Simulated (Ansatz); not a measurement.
## CdInI3 (model cell, started as cubic perovskite with Cd in the octahedra): following an unstable mode

Wanted: the energy along a soft mode of CdInI3 (model cell, started as cubic perovskite with Cd in the octahedra) and the structure at the end.

Main program and level: Ansatz 0.2.0; DFT PBEsol, scalar-relativistic, plane waves, PAW; PAW set soft_1.

The structure was built from a prototype and need not be the compound's stable phase.

### 1. The structure

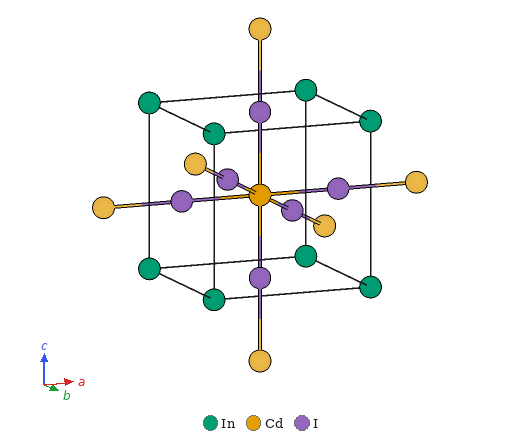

The cell as given, from a free direction (indium teal, cadmium orange, iodine purple). Some periodic images of atoms are drawn too.

### 2. Response at finite wavevector

The cell comes from relaxations at this level that are not shown. Stability and thermal properties need the whole zone. Linear response on a 2×2×2 q mesh gives force constants as far as a supercell of that size would.

File input.yaml:

```yaml
crystal:
  lattice:
    - [5.777575321, 0.0, 0.0]
    - [0.0, 5.777575321, 0.0]
    - [0.0, 0.0, 5.777575321]
  atoms:
    - { symbol: In, position: [0.0, 0.0, 0.0] }
    - { symbol: Cd, position: [0.5, 0.5, 0.5] }
    - { symbol: I, position: [0.5, 0.5, 0.0] }
    - { symbol: I, position: [0.5, 0.0, 0.5] }
    - { symbol: I, position: [0.0, 0.5, 0.5] }
kpoints:
  mp_grid: { grid: [6, 6, 6] }
hamiltonian:
  xc: pbesol
  pseudopotentials: { kind: paw, azcp: { folder: soft_1 }, xc_functional: pbe }
scf:
  occupations: { method: methfessel_paxton, width: 0.2 }
output:
  eigenvalues: true
phonons:
  method: dfpt
  qmesh: [2, 2, 2]
  temperatures: { t_max: 1000, t_step: 50 }
  qpath:
    path:
      - [[0.0, 0.0, 0.0], [0.0, 0.5, 0.0], [0.5, 0.5, 0.0], [0.0, 0.0, 0.0], [0.5, 0.5, 0.5], [0.0, 0.5, 0.0]]
      - [[0.5, 0.5, 0.5], [0.5, 0.5, 0.0]]
    npoints: 10
```

Launch:

```console
> ansatz run input.yaml --threads 4 --pin off --max-ram 16384MiB --backend cpu --events-out ev --progress --plain --runs-dir out
```

Numbers of over 12 decimals in the logs are rounded to 6 here.

The program printed:

```text
Engine: ansatz 0.2.0, aarch64-unknown-linux-gnu
Pseudopotentials: kind: paw
Pseudopotential: In, paw, valence charge 13, recommended cutoff 420 eV (normal), soft_1/In.paw.azcp
Pseudopotential: Cd, paw, valence charge 20, recommended cutoff 420 eV (normal), soft_1/Cd.paw.azcp
Pseudopotential: I, paw, valence charge 17, recommended cutoff 420 eV (normal), soft_1/I.paw.azcp
Functional definition: PBEsol
  exchange = pbesol_x
  correlation = pbesol_c
Crystal: 5 atoms, lattice volume = 192.858 Å³
Basis set: ecut = 420 eV, 3791 PW (Γ), exchange–correlation on 80×80×80 points (8 copies of the dense FFT grid, shifted against one another)
Bands: 51, of which v1, the nominal top of the filled ones, is band 42 counted from 1 (41 counted from 0)
Symmetry: 48 space group operations
k-points: 20 of 216
Non-local potential: In, projectors of the file, l = 0: 2, l = 1: 2, l = 2: 2, l = 3: 1
Non-local potential: Cd, projectors of the file, l = 0: 3, l = 1: 2, l = 2: 2, l = 3: 1
Non-local potential: I, projectors of the file, l = 0: 2, l = 1: 2, l = 2: 2, l = 3: 1
PAW form: soft (Blöchl's): semilocal exchange-correlation on the pseudo side does not see the compensation charge
PAW frozen core: In, regenerated for the run's functional, and the local potential with it (the file was generated under x = pbe(κ = 0.804, μ = 0.219515), c = pbe(β = 0.066725))
PAW frozen core: Cd, regenerated for the run's functional, and the local potential with it (the file was generated under x = pbe(κ = 0.804, μ = 0.219515), c = pbe(β = 0.066725))
PAW frozen core: I, regenerated for the run's functional, and the local potential with it (the file was generated under x = pbe(κ = 0.804, μ = 0.219515), c = pbe(β = 0.066725))
PAW one-centre angular grid: In, 590 points (default); XC on 64 Gauss nodes
PAW one-centre angular grid: Cd, 590 points (default); XC on 64 Gauss nodes
PAW one-centre angular grid: I, 590 points (default); XC on 64 Gauss nodes
Initial density: superposition of atomic densities (chi_scale 0.1, normalization cell, long waves kept (reshape's long-wave potential 0.00 eV rms))
Initial wavefunctions: pseudopotential atomic-orbital guess
Functional: x = pbesol(κ = 0.804, μ = 0.123457), c = pbesol(β = 0.046)
SCF iter   1: F=—  HF=-36010.487465 eV  |F-HF|=—  |Δ(HF+E_count)|=         —  Δρ=4.48e-2  dr2=5.39e0  ethr=3.10e-3  ⟨swp⟩=9.7  Hψ=4465  notcnv=0
preconditioner: auto → Kerker (q_TF=auto, 2.375 Å⁻¹)  [metal: Δε(μ)=0.130 eV  Ē_g=12.925 eV  σ=0.200 eV  W_gap=0.45  n_scr=32 (ndim 8)  ℏωp=18.1 eV  f_vac=0.057  D(μ)=0.91/eV (n_scr^D=0)]
SCF iter   2: F=—  HF=-36008.804647 eV  |F-HF|=—  |Δ(HF+E_count)|=    1.68e0  S|Δr|=    0.00e0  Δρ=1.65e-2  dr2=1.01e0  ethr=3.10e-3  ⟨swp⟩=3.0  Hψ=2363  notcnv=0  defer=77
preconditioner: auto → Resta (q_TF=auto, 2.375 Å⁻¹)  ε∞=3.1  [insulator: Δε(μ)=0.191 eV  Ē_g=12.471 eV  σ=0.200 eV  W_gap=0.65  n_scr=32 (ndim 8)  ℏωp=18.1 eV  f_vac=0.051  D(μ)=0.49/eV (n_scr^D=0)  ε∞_Penn≈3.1]
SCF iter   3: F=—  HF=-36008.474829 eV  |F-HF|=—  |Δ(HF+E_count)|=   3.30e-1  S|Δr|=    0.00e0  Δρ=3.67e-3  dr2=3.51e-2  ethr=1.20e-3  ⟨swp⟩=2.9  Hψ=1452  notcnv=0  defer=77
SCF iter   4: F=—  HF=-36008.479362 eV  |F-HF|=—  |Δ(HF+E_count)|=   4.53e-3  S|Δr|=    0.00e0  Δρ=1.18e-3  dr2=2.76e-3  ethr=4.18e-5  ⟨swp⟩=2.0  Hψ=1991  notcnv=0  defer=77
SCF iter   5: F=—  HF=-36008.480145 eV  |F-HF|=—  |Δ(HF+E_count)|=   7.83e-4  S|Δr|=    0.00e0  Δρ=4.00e-4  dr2=4.08e-4  ethr=3.29e-6  ⟨swp⟩=2.0  Hψ=1751  notcnv=0  defer=77
SCF iter   6: F=—  HF=-36008.480043 eV  |F-HF|=—  |Δ(HF+E_count)|=   1.02e-4  S|Δr|=    0.00e0  Δρ=8.79e-5  dr2=2.08e-5  ethr=4.86e-7  ⟨swp⟩=2.0  Hψ=1701  notcnv=0  defer=77
SCF iter   7: F=—  HF=-36008.480071 eV  |F-HF|=—  |Δ(HF+E_count)|=   2.84e-5  S|Δr|=    0.00e0  Δρ=2.14e-5  dr2=8.78e-7  ethr=2.47e-8  ⟨swp⟩=2.0  Hψ=1401  notcnv=0  defer=77
SCF iter   8: F=—  HF=-36008.480079 eV  |F-HF|=—  |Δ(HF+E_count)|=   7.54e-6  S|Δr|=    0.00e0  Δρ=6.65e-6  dr2=9.94e-8  ethr=1.05e-9  ⟨swp⟩=2.0  Hψ=1707  notcnv=0  defer=77
SCF iter   9: F=—  HF=-36008.480079 eV  |F-HF|=—  |Δ(HF+E_count)|=   1.05e-7  S|Δr|=    0.00e0  Δρ=2.67e-6  dr2=1.71e-8  ethr=1.18e-10  ⟨swp⟩=2.0  Hψ=1401  notcnv=0  defer=77
SCF iter  10: F=—  HF=-36008.480079 eV  |F-HF|=—  |Δ(HF+E_count)|=   1.41e-8  S|Δr|=    0.00e0  Δρ=5.28e-7  dr2=8.53e-10  ethr=2.03e-11  ⟨swp⟩=2.0  Hψ=1683  notcnv=0  defer=77
[...]
SCF 1 converged in 12 iterations: F = -36008.480079 eV  dr2 = 2.19e-12
  greatest PAW one-centre occupation: 1.000 electrons in one spin orbital (limit 2), on the Cd atom at site 1 (counted from 0), in its partial waves of l = 0
Initial density: read from a saved state, or passed on in memory by an earlier SCF of this step, an earlier step, the calling program or the single point that the run made first
iter 1 solved again at ethr=9.24e-7 eV; its pass at ethr=3.10e-3 eV (dr2=7.76e-4 eV) is discarded
SCF iter   1: F=—  HF=-36008.480053 eV  |F-HF|=—  |Δ(HF+E_count)|=         —  Δρ=1.79e-6  dr2=4.13e-9  ethr=9.24e-7  ⟨swp⟩=3.1  Hψ=6905  notcnv=0
eigensolver tolerance schedule: the retry pair's looser diagonalisation over-reported the residual by 187995.92 of it (diagonalisation noise at an unbounded share of the residual, at the tolerance the schedule requests for it); recorded, not acted on — ethr = c·dr2/N_el stays at c = 1.0e-1
preconditioner: auto → Resta (q_TF=auto, 2.375 Å⁻¹)  ε∞=3.2  [insulator: Δε(μ)=0.689 eV  Ē_g=12.138 eV  σ=0.200 eV  W_gap=0.72  n_scr=32 (ndim 8)  ℏωp=18.1 eV  f_vac=0.064  D(μ)=0.73/eV (n_scr^D=0)  ε∞_Penn≈3.2]
SCF iter   2: F=—  HF=-36008.480079 eV  |F-HF|=—  |Δ(HF+E_count)|=   2.65e-5  S|Δr|=    0.00e0  Δρ=1.15e-6  dr2=2.07e-9  ethr=4.91e-12  ⟨swp⟩=4.6  Hψ=3124  notcnv=0
SCF iter   3: F=—  HF=-36008.480079 eV  |F-HF|=—  |Δ(HF+E_count)|=   1.52e-9  S|Δr|=    0.00e0  Δρ=6.89e-7  dr2=6.72e-10  ethr=2.47e-12  ⟨swp⟩=2.0  Hψ=1789  notcnv=0
SCF iter   4: F=—  HF=-36008.480079 eV  |F-HF|=—  |Δ(HF+E_count)|=  5.38e-10  S|Δr|=    0.00e0  Δρ=3.69e-7  dr2=1.75e-10  ethr=1.00e-12  ⟨swp⟩=2.0  Hψ=1703  notcnv=0
SCF iter   5: F=—  HF=-36008.480079 eV  |F-HF|=—  |Δ(HF+E_count)|=  5.82e-11  S|Δr|=    0.00e0  Δρ=2.81e-7  dr2=1.02e-10  ethr=1.00e-12  ⟨swp⟩=1.1  Hψ=1021  notcnv=0
SCF iter   6: F=—  HF=-36008.480079 eV  |F-HF|=—  |Δ(HF+E_count)|=  4.37e-11  S|Δr|=    0.00e0  Δρ=2.19e-7  dr2=6.17e-11  ethr=1.00e-12  ⟨swp⟩=1.1  Hψ=1023  notcnv=0
SCF iter   7: F=—  HF=-36008.480079 eV  |F-HF|=—  |Δ(HF+E_count)|=  2.91e-11  S|Δr|=    0.00e0  Δρ=1.25e-7  dr2=2.08e-11  ethr=1.00e-12  ⟨swp⟩=1.1  Hψ=1022  notcnv=0
SCF iter   8: F=—  HF=-36008.480079 eV  |F-HF|=—  |Δ(HF+E_count)|=    0.00e0  S|Δr|=    0.00e0  Δρ=1.25e-7  dr2=1.94e-11  ethr=1.00e-12  ⟨swp⟩=6.2  Hψ=2651  notcnv=0
SCF iter   9: F=-36008.480079 eV  HF=-36008.480079 eV  |F-HF|=0.00e0  |Δ(HF+E_count)|=  2.91e-11  S|Δr|=    0.00e0  Δρ=6.53e-8  dr2=5.53e-12  ethr=1.00e-12  ⟨swp⟩=1.8  Hψ=2523  notcnv=0
SCF 2 converged in 9 iterations: F = -36008.480079 eV  dr2 = 5.53e-12
phonons: the bands overlap, so this run is a metal and interpolates without the dipole-dipole term. If the crystal is really an insulator or semiconductor, its LO-TO splitting is missing
NSCF: frozen V_eff on 20 k-points
NSCF: frozen V_eff on 64 k-points
DFPT response loops at q = (0, 0, 0) (fractional): preconditioner auto → Kerker (q_TF=auto, 2.375 Å⁻¹) (partly filled bands, converged f_vac=0.064); β = 1.00, the filter's whole step (`scf.mixing.beta` (0.50) is not read by the response loops under this deck's `scf.mixing.preconditioner`; to damp them name `kerker` or `kerker_dos`, under which they read `scf.mixing.beta`, and type it under 1.00, their step now; both keys bind the ground state too); Broyden in place of MSR1
NSCF: frozen V_eff on 128 k-points
DFPT response loops at q = (0, 0, -0.5) (fractional): mixed as the last ones told, above
NSCF: frozen V_eff on 128 k-points
DFPT response loops at q = (0, -0.5, -0.5) (fractional): mixed as the last ones told, above
NSCF: frozen V_eff on 128 k-points
DFPT response loops at q = (-0.5, -0.5, -0.5) (fractional): mixed as the last ones told, above
SCF converged after 12 iterations
Stability not checked: this state was not tested for a lower state beside it, because cold or Methfessel-Paxton smearing, or corrected tetrahedra, fill the levels in a way that the test cannot read (fill_not_monotonic; see scf.lower_state_search)
Free energy (F): -36008.480079 eV
Harris-Foulkes:  -36008.480079 eV  (|F-HF|=7.28e-12)
Internal energy: -36008.492130 eV  (E = F + TS)
E sigma→0 (E₀):  -36008.483092 eV
Entropy (-TS):   0.012051 eV (2.410 meV/atom)
Fermi energy:    5.508385 eV
Step filling:    the computed levels leave a gap of 0.0000 eV = 0.0 smearing widths at the electron count; against every level under it full and every level over it empty, smearing changes F+E_penalty+E_count by +3.304 meV and its σ→0 estimate by +0.291 meV
--- Per-component energies (eV) ---
  E_band       = -1760.180990
  E_kinetic    = 1130.594182
  E_local      = -12716.899471  (includes V_loc(G=0)·N_el)
  E_nonlocal   = 805.397886
  E_hartree    = 5724.339030
  E_xc         = -618.589568
  E_vxc        = -617.094040  (∫ρ·V_xc dr)
  E_paw        = -22272.960916  (= ΣΔE_a)
  E_vpaw       = -1810.850568  (= ΣTr[D̂ρ^β])
  E_aug_tail   = -0.006949  (compensation charges beyond the density's cutoff)
  E_ewald      = -8062.180596
  E_core_change = 1.814272  (= ΣΔE_core)
  E_smearing   = 0.012051  (= −TS)
  E_closure    = -0.000000  (closes the sum)
  Σ components = -36008.480079   (vs F -36008.480079, Δ=0.00e0)
--- Band table (eV; the first three rows and the last of 20) ---
  k-point 0: bands = [... 38 lower, 4.5688, 4.7310, 4.7310, 4.7310, 5.2304, 9.4535, 9.4535, 9.4535, ... 5 higher]
  k-point 1: bands = [... 38 lower, 4.4919, 4.5052, 4.7050, 4.7050, 6.1415, 8.8748, 9.2496, 9.2496, ... 5 higher]
  k-point 2: bands = [... 38 lower, 4.3858, 4.4106, 4.7320, 4.7320, 7.4442, 8.1236, 8.9451, 8.9451, ... 5 higher]
  k-point 19: bands = [... 38 lower, 5.3892, 5.4530, 5.4530, 5.4530, 9.5479, 9.5479, 9.5479, 9.6474, ... 5 higher]
--- Phonons (Γ-DFPT): 4 representative perturbations + reference (Σ response iterations 12) ---
  ASR residual: 1.197e-4 → 0.000e0 eV/Å²; symmetrization residual: 5.461e-5 eV/Å²
  ASR residual per site (eV/Å²): 1.20e-4 5.57e-5 4.95e-5 4.95e-5 4.95e-5
  Γ frequencies (cm⁻¹): -51.03 -51.03 -51.03 -11.81 -11.81 -11.81 0.00 0.00 0.00 18.94 18.94 18.94 140.36 140.36 140.36
--- Phonons (arbitrary-q DFPT): 4 irreducible q on the 2×2×2 mesh ---
  q = [0.0000, 0.0000, 0.0000] (star 1, of the zone-centre solve; hermiticity 1.85e-5, symmetrization 1.90e-11): -51.03 -51.03 -51.03 -11.81 -11.81 -11.81 -0.00 0.00 0.00 18.94 18.94 18.94 140.36 140.36 140.36
  q = [0.0000, 0.0000, -0.5000] (star 3, 9 solved perturbations in 504 linear systems a pass and spin channel, the states on 64 of 216 k-point pairs; hermiticity 1.73e-5, symmetrization 3.18e-8): -44.60 -44.60 -15.86 -15.86 -15.48 -9.00 20.68 20.68 27.81 27.81 33.91 111.95 122.41 140.75 140.75
  q = [0.0000, -0.5000, -0.5000] (star 3, 9 solved perturbations in 504 linear systems a pass and spin channel, the states on 64 of 216 k-point pairs; hermiticity 8.61e-6, symmetrization 6.36e-8): -45.57 -45.57 -44.95 -36.04 12.16 12.16 31.84 31.84 36.33 48.21 69.91 114.05 114.05 137.39 141.19
  q = [-0.5000, -0.5000, -0.5000] (star 1, 4 solved perturbations in 184 linear systems a pass and spin channel, the states on 64 of 216 k-point pairs; hermiticity 1.40e-5, symmetrization 3.27e-7): -48.56 -48.56 -48.56 -44.27 -44.27 -44.27 46.63 46.63 46.63 68.60 68.60 117.43 117.43 117.43 148.06
  sum rule: each row above includes the acoustic sum rule's correction from the zone centre's row sums; it moved no ω² by more than (0.53 cm⁻¹)²
  mesh force constants: q→R imaginary residual 3.13e-18; ASR residual 1.197e-4 → 0.000e0 eV/Å²; symmetrization residual 9.770e-15 eV/Å²
  interpolated dispersion: 62 rows × 15 modes
  density of states and harmonic sums: on the 12×12×12 q-mesh, interpolated from the force constants of a 2×2×2 supercell (no non-analytic term)
  largest difference from the sums on the solved wave vectors: F 1.07e-1 eV, S 1.16e-4 and C_V 1.55e-5 eV/K
  zero-point energy: 0.043414 eV/cell   skipped modes (ω ≤ 0): 480, of them read as no rigid motion or as one in doubt: 477 (5.733e0 modes/cell left out, lowest -51.03 cm⁻¹)   left out of the sums: 3.82e-1 of the cell's modes: C_V's classical limit lies that fraction below 3 k_B per atom; for a crystal, a wire or a layer, F and S can be off by more, and a phonons.interpolated_qmesh denser along its periods is the remedy for the sampling
```

Wall time 7 min (4 threads of Arm Neoverse V1, shared host); peak memory 1.8 GiB.

Numbers from this step:

| Item | Value |
| --- | --- |
| volume per atom | 38.57 Å³ |
| gap on the k-mesh | 0 eV |
| sum-rule residual before enforcement | 1.20e-4 eV/Å² |
| lowest frequency on the path | -51.03 cm⁻¹ |
| point group | m-3m |
| highest frequency on the path or at a solved wavevector | 150.9 cm⁻¹ |
| highest optical mode at the zone centre (no LO-TO term) | 140.4 cm⁻¹ |
| lowest optical zone-centre mode | -51.03 cm⁻¹ |
| lowest mode on the q mesh (acoustic modes at Γ apart) | -51.03 cm⁻¹ |

Frequencies (cm⁻¹) solved at each irreducible wavevector; negative means imaginary. Frequencies by wavevector, by row:

| q in reciprocal lattice units | star | mode 1 | mode 2 | mode 3 | mode 4 | mode 13 | mode 14 | mode 15 |
| --- | --- | --- | --- | --- | --- | --- | --- | --- |
| 0 0 0 | 1 | -51 | -51 | -51 | -11.8 | 140.4 | 140.4 | 140.4 |
| 0 0 -0.5 | 3 | -44.6 | -44.6 | -15.9 | -15.9 | 122.4 | 140.8 | 140.8 |
| 0 -0.5 -0.5 | 3 | -45.6 | -45.6 | -45 | -36 | 114 | 137.4 | 141.2 |
| -0.5 -0.5 -0.5 | 1 | -48.6 | -48.6 | -48.6 | -44.3 | 117.4 | 117.4 | 148.1 |

Interpolated from a 2×2×2 q mesh. The phonon branches at the labelled points (cm⁻¹):

| point | branch 1 | branch 2 | branch 3 | branch 4 | branch 12 | branch 13 | branch 14 | branch 15 |
| --- | --- | --- | --- | --- | --- | --- | --- | --- |
| Γ | -51 | -51 | -51 | -12 | 19 | 140 | 140 | 140 |
| X | -45 | -45 | -16 | -16 | 112 | 122 | 141 | 141 |
| M | -46 | -46 | -45 | -36 | 114 | 114 | 137 | 141 |
| Γ | -51 | -51 | -51 | -12 | 19 | 140 | 140 | 140 |
| R | -49 | -49 | -49 | -44 | 117 | 117 | 117 | 148 |
| X | -45 | -45 | -16 | -16 | 112 | 122 | 141 | 141 |
| jump to R | -49 | -49 | -49 | -44 | 117 | 117 | 117 | 148 |
| M | -46 | -46 | -45 | -36 | 114 | 114 | 137 | 141 |

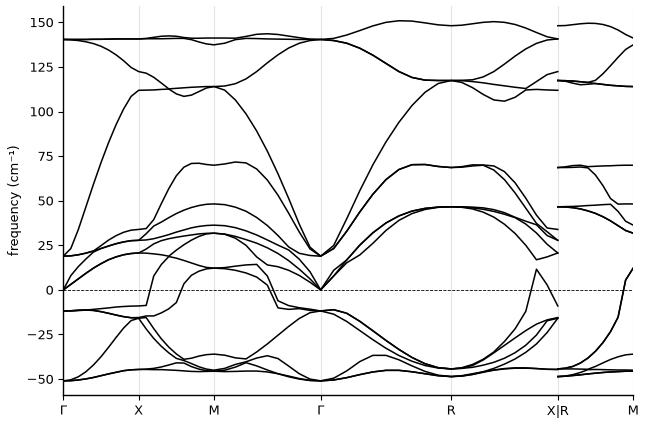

Phonon branches along the path.

Symmetry leaves 4 wavevectors to solve. The lowest mode among them, the acoustic zeros apart, lies at Γ and is imaginary, 51.0i cm⁻¹, so the energy falls along it.

### 3. The mode frozen in, largest atomic shift 0 Å

The mode followed lies at q = (-0.5, -0.5, -0.5) with frequency 48.6i cm⁻¹ and is 3-fold degenerate, one of the unstable modes though not the softest. At small amplitude the distorted cell has space group no. 139 by a symmetry search on the positions. The undistorted cell that holds it gives the zero of energy on the same k mesh.

System of this step: CdInI3 (model cell, started as cubic perovskite with Cd in the octahedra). The structure is cubic, space group Pm-3m (No. 221). The conventional cell has a = 5.778 Å, b = 5.778 Å, c = 5.778 Å, α = 90.00°, β = 90.00°, γ = 90.00°. In has 12 I at 4.09 Å nearest. Nearest to Cd lie 6 I at 2.89 Å. Nearest to I lie 2 Cd at 2.89 Å. Farther neighbours and most contacts between anions are not listed.

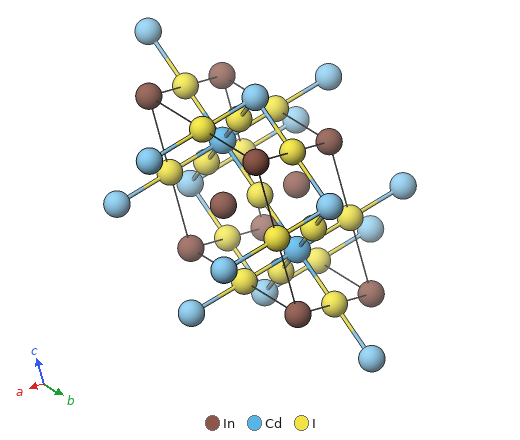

The cell of this step (indium brown, cadmium blue, iodine yellow). Some periodic images of atoms are drawn too.

input.yaml, the sections that differ from step 2:

```yaml
crystal:
  lattice:
    - [5.777575321, 5.777575321, 0.0]
    - [5.777575321, 0.0, 5.777575321]
    - [5.777575321, 0.0, -5.777575321]
  atoms:
    - { symbol: In, position: [0.0, 0.5, 0.5] }
    - { symbol: In, position: [0.0, 0.0, 1.0] }
    - { symbol: Cd, position: [0.5, 0.25, 0.75] }
    - { symbol: Cd, position: [0.5, 0.75, 0.25] }
    - { symbol: I, position: [0.5, 0.5, 0.5] }
    - { symbol: I, position: [0.5, 0.0, 0.0] }
    - { symbol: I, position: [0.0, 0.5, 0.0] }
    - { symbol: I, position: [0.0, 0.0, 0.5] }
    - { symbol: I, position: [0.5, 0.5, 0.0] }
    - { symbol: I, position: [0.5, 0.0, 0.5] }
output:
  forces: true
  stress: true
  eigenvalues: true
# kpoints, hamiltonian, scf: as in step 2
# phonons: removed
```

The program printed:

```text
[...]
Crystal: 10 atoms, lattice volume = 385.715 Å³
Basis set: ecut = 420 eV, 7631 PW (Γ), exchange–correlation on 120×120×120 points (8 copies of the dense FFT grid, shifted against one another)
Bands: 101, of which v1, the nominal top of the filled ones, is band 84 counted from 1 (83 counted from 0)
Symmetry: 96 space group operations
[...]
k-points: 16 of 216
[...]
k-point 0: bands = [... 80 lower, 5.3901, 5.3901, 5.4540, 5.4540, 5.4540, 9.4536, 9.4536, 9.4536, ... 9 higher]
  k-point 1: bands = [... 80 lower, 5.0713, 5.3824, 5.3896, 5.3896, 5.9165, 8.9521, 9.0943, 9.3242, ... 9 higher]
  k-point 2: bands = [... 80 lower, 4.8820, 5.1982, 5.2540, 5.2540, 6.8109, 8.2100, 8.2669, 8.6543, ... 9 higher]
  k-point 15: bands = [... 80 lower, 4.7256, 4.7613, 5.0515, 5.2381, 7.7840, 8.2193, 8.3598, 8.5973, ... 9 higher]
[key lines of the parts left out:]
SCF converged after 9 iterations
Free energy (F): -72016.957395 eV
Fermi energy:    5.521024 eV
P = ⅓ Tr σ = 0.0071 GPa (0.071 kbar)
```

It took 9.8 s on 4 threads; peak memory 1.3 GiB.

Numbers from this step:

* pressure: 0.007109 GPa
* energy from the undistorted cell: 0 meV/atom

The run ends at a pressure of 0.01 GPa.

(Continued in part 2 of 3.)

[Logs are printed without paths, hosts, clocks, repeated set-up lines and the standing remarks that a program may print on its own settings, such as how far it seeks lower states.]

[Hosts, paths, dates, database ids (printed as entryN), source tags and the programs' standing remarks are cut or masked in the printed files.]
